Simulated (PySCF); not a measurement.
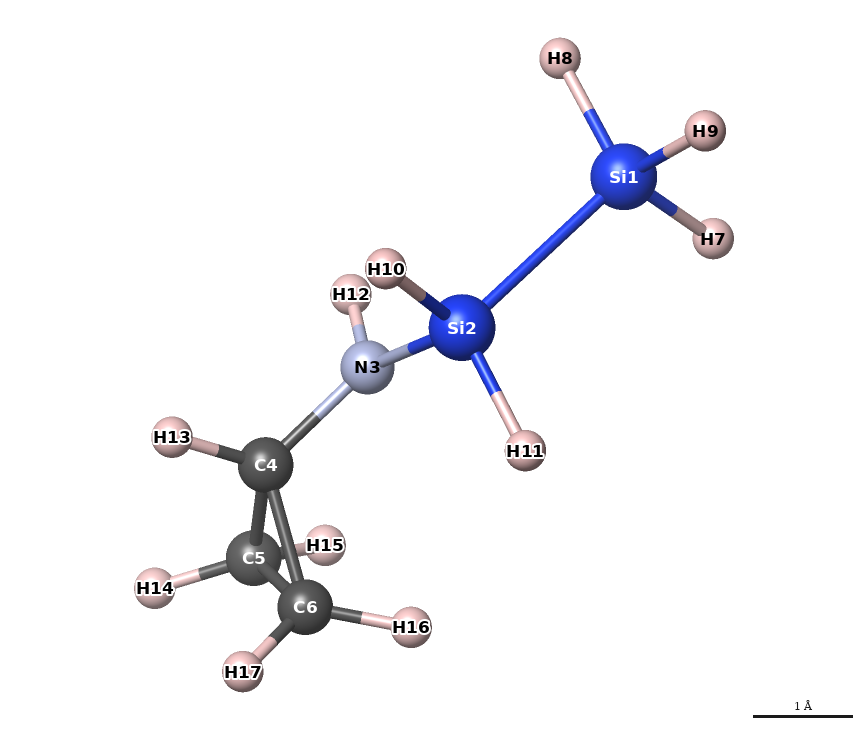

The computed structure is the end point of a PBE0-D3(BJ)/def2-SVP optimisation. No frequency run is at hand to confirm it as a minimum.

List the bonds and their lengths. Leave out bonds to hydrogen.

```
   bond  length (Å)   order
Si1–Si2       2.345  single
 Si2–N3       1.742  single
  N3–C4       1.428  single
  C4–C5       1.501  single
  C4–C6       1.501  single
  C5–C6       1.499  single
```
